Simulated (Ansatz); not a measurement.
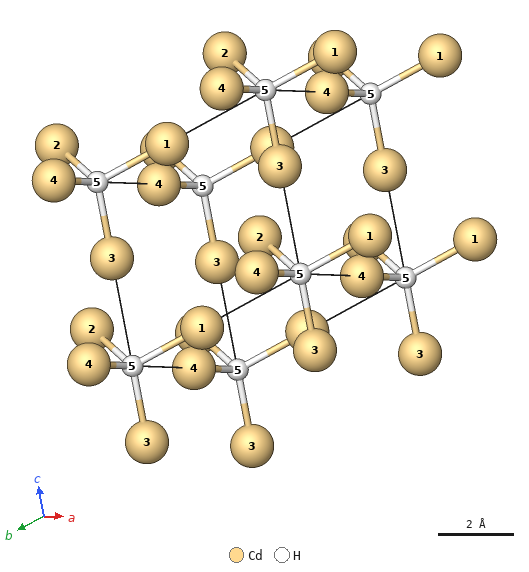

Starting structure of a crystal of Cd4H (a generated structure, set up in I-43m). Style: ball-and-stick. Shown: the cell of the calculation, from a free direction.

The calculation used DFT PBE, scalar-relativistic, plane waves, PAW in Ansatz.

The input:
```yaml
crystal:
  lattice:
    - [-3.0149137791, 3.0149137791, 3.0149137791]
    - [3.0149137791, -3.0149137791, 3.0149137791]
    - [3.0149137791, 3.0149137791, -3.0149137791]
  atoms:
    - { symbol: Cd, position: [0.0, 0.5852204518, 0.0] }
    - { symbol: Cd, position: [0.4147795482, 0.4147795482, 0.4147795482] }
    - { symbol: Cd, position: [0.0, 0.0, 0.5852204518] }
    - { symbol: Cd, position: [0.5852204518, 0.0, 0.0] }
    - { symbol: H, position: [0.0, 0.0, 0.0] }
basis:
  ecutwfc: 420
kpoints:
  mp_grid: { grid: [10, 10, 10] }
hamiltonian:
  xc: pbe
scf:
  occupations: { method: gaussian, width: 0.1 }
output:
  forces: true
  stress: true
  eigenvalues: true
relax:
  adjacent_minimum: "off"
  f_tol: 0.01
  max_steps: 80
  cell: { stress_tol: 0.05 }
```

Run as
```bash
ansatz run input.yaml --threads 1 --pin off --max-ram 2048MiB --backend cpu --events-out ev --progress --plain --runs-dir out
```

Question: What does the optimiser find from here?

Answer: The largest moves relative to the cell, 0.030 Å, are those of Cd1, Cd2, Cd3 and Cd4. Cd3 goes along +c. H stays in place. Cell: a = b = c 5.222 → 5.213 Å (−0.2 %). Volume −0.5 %. Some distances before and after: Cd1–H5 2.166 → 2.133 Å. The space group stays I-43m (No. 217). Over 2 accepted moves (3 points after the start) the energy falls by 1.0 meV per atom. Largest force component: 0.044 eV/Å at the start, 0.00017 eV/Å at the end. The pressure goes from −0.21 to 0.05 GPa. At 1 point the geometry stayed and the basis and grid were re-selected for the new cell (energy shift of less than 0.05 meV per atom at most each time).

History of the run:

| step | E − E(0), meV/atom | largest force component, eV/Å | pressure, GPa | volume, Å³/atom | note |
| --- | --- | --- | --- | --- | --- |
| 0 | 0.00 | 0.0442 | -0.21 | 21.924 |  |
| 1 | -0.95 | 0.0014 | -0.13 | 21.952 |  |
| 2 | -1.05 | 0.0002 | 0.05 | 21.811 |  |
| 3 | -1.00 | 0.0002 | 0.05 | 21.811 | same geometry, new basis |

The structure at the end:

```xyz
5
Lattice="-3.0098 3.0098 3.0098 3.0098 -3.0098 3.0098 3.0098 3.0098 -3.0098" Properties=species:S:1:pos:R:3 pbc="T T T"
Cd    1.7784    4.2411    1.7784
Cd    1.2313    1.2313    1.2313
Cd    1.7784    1.7784    4.2411
Cd    4.2411    1.7784    1.7784
H     3.0098    3.0098    3.0098
```
